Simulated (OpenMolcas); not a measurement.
# C2H3I (vinyl iodide) at RI-MP2/ANO-RCC-VTZP (DKH2, Cholesky decomposition)

What is the energy change on altering one bond length of C2H3I (vinyl iodide) at RI-MP2/ANO-RCC-VTZP (DKH2, Cholesky decomposition)? 

Program for the calculation: OpenMolcas 26.06.

### 1 The structure to begin with

C2H3I has 6 atoms, charge 0, and is taken as a singlet. SMILES: `C=CI`. The coordinates come from a PBE0-D4/def2-TZVP relaxation.

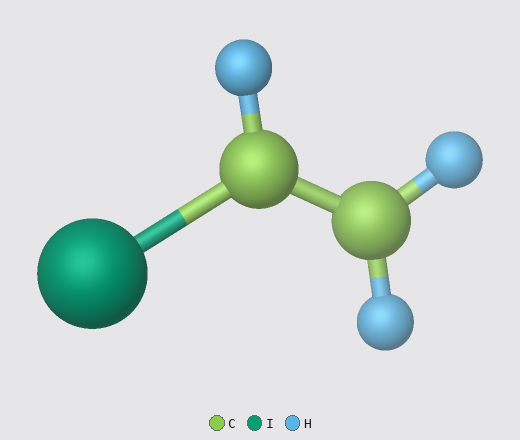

The structure, seen from a chosen angle (carbon green, iodine teal, hydrogen blue).

### 2 A single-point energy at RI-MP2/ANO-RCC-VTZP (DKH2, Cholesky decomposition)

The input, job.input:

```
&GATEWAY
 Coord
 6
 angstrom
 C       -0.622970       0.068690      -0.457440
 C        0.372870       0.151340       0.404440
 I        1.844550      -1.301740       0.608640
 H       -0.748780      -0.771200      -1.129510
 H       -1.355590       0.868170      -0.507340
 H        0.509920       0.984730       1.081200
 Basis=ANO-RCC-VTZP
 Group=NoSym

&SEWARD
 High

&SCF
 PrOrbitals=0

&MBPT2
 Frozen=20
```

The run is started by

```sh
$ export MOLCAS_MEM=1860
$ pymolcas job.input > job.log
```

Output, shortened:

```text
--- Start Module: gateway ---
[...]
--- Stop Module: gateway /rc=_RC_ALL_IS_WELL_ ---
[...]
      Basis functions          170
[...]
--- Start Module: scf ---
[...]
       Convergence after  11 Iterations
[...]
::    Total SCF energy                              -7188.3778898047
[...]
      Total spin, S                                     0.0000000000
[...]
      Total electronic charge=   68.000000
      Total            charge=   -0.000000
[...]
      Dipole Moment (debye):
      Origin of the operator (angstrom)=    1.4908   -1.0490    0.4940
                   X= -1.1872E+00               Y=  9.5905E-01               Z= -3.0941E-01           Total=  1.5573E+00
      Quadrupole Moment (debye*angstrom):
[...]
--- Stop Module: scf /rc=_RC_ALL_IS_WELL_ ---
[...]
--- Start Module: mbpt2 ---
[...]
WARNING!
Default frozen orbitals as non valence orbitals is overwritten by user input.
Default values:  20
[...]
       Reference weight ( Cref**2 )         =        0.80506
::    Total MBPT2 energy                            -7189.3198599997
[...]
--- Stop Module: mbpt2 /rc=_RC_ALL_IS_WELL_ ---
[...]
```

Wall time 1.9 min (1 thread of Arm Neoverse V2, shared host); peak memory 0.36 GiB.

### 3 The distorted shape

The input, job.inp:

```
&GATEWAY
  Coord
  6
  angstrom
  C       -0.770111       0.213972      -0.477856
  C        0.225729       0.296622       0.384024
  I        1.844550      -1.301740       0.608640
  H       -0.895921      -0.625918      -1.149926
  H       -1.502731       1.013452      -0.527756
  H        0.362779       1.130012       1.060784
  Basis=ANO-RCC-VTZP
  Group=NoSym

&SEWARD
  High

&SCF
  PrOrbitals=0

&MBPT2
  Frozen=20
```

The run is started by

```sh
$ export MOLCAS_MEM=1860
$ pymolcas job.inp > job.log
```

Output, shortened:

```text
--- Start Module: gateway ---
[...]
--- Stop Module: gateway /rc=_RC_ALL_IS_WELL_ ---
[...]
      Basis functions          170
[...]
--- Start Module: scf ---
[...]
       Convergence after  11 Iterations
[...]
::    Total SCF energy                              -7188.3680460844
[...]
      Total spin, S                                     0.0000000000
[...]
      Total electronic charge=   68.000000
      Total            charge=   -0.000000
[...]
      Dipole Moment (debye):
      Origin of the operator (angstrom)=    1.4650   -1.0235    0.4904
                   X= -1.4922E+00               Y=  1.1901E+00               Z= -3.9934E-01           Total=  1.9500E+00
      Quadrupole Moment (debye*angstrom):
[...]
--- Stop Module: scf /rc=_RC_ALL_IS_WELL_ ---
[...]
--- Start Module: mbpt2 ---
[...]
WARNING!
Default frozen orbitals as non valence orbitals is overwritten by user input.
Default values:  20
[...]
       Reference weight ( Cref**2 )         =        0.80173
::    Total MBPT2 energy                            -7189.3079710590
[...]
--- Stop Module: mbpt2 /rc=_RC_ALL_IS_WELL_ ---
[...]
```

Run time: 1.8 min. Hardware: 1 thread of Arm Neoverse V2, shared host; peak memory 0.36 GiB.

### 4 Results

At RI-MP2/ANO-RCC-VTZP (DKH2, Cholesky decomposition), 20 core orbitals frozen:

```
                                                         quantity           value
                                        first shape: total energy  -7189.31986 Eh
                  first shape: dipole moment (mean-field density)          1.56 D
                 first shape: HOMO energy (Hartree–Fock orbitals)        -9.38 eV
                 first shape: LUMO energy (Hartree–Fock orbitals)         1.45 eV
               first shape: HOMO–LUMO gap (Hartree–Fock orbitals)        10.83 eV
        first shape: correlation energy (20 core orbitals frozen)      -942.0 mEh
                                    distorted shape: total energy  -7189.30797 Eh
              distorted shape: dipole moment (mean-field density)          1.95 D
             distorted shape: HOMO energy (Hartree–Fock orbitals)        -9.64 eV
             distorted shape: LUMO energy (Hartree–Fock orbitals)         1.41 eV
           distorted shape: HOMO–LUMO gap (Hartree–Fock orbitals)        11.05 eV
    distorted shape: correlation energy (20 core orbitals frozen)      -939.9 mEh
energy change with the C2–I3 bond stretched from 2.078 to 2.286 Å        0.324 eV
```

With the C2–I3 bond stretched from 2.078 to 2.286 Å the energy rises by 0.32 eV (31.2 kJ/mol). The first shape isn't relaxed at this level, so the change isn't measured from a minimum. Mulliken charges (distorted shape) of the mean-field density run from -0.26 on C1 to +0.14 on H4.
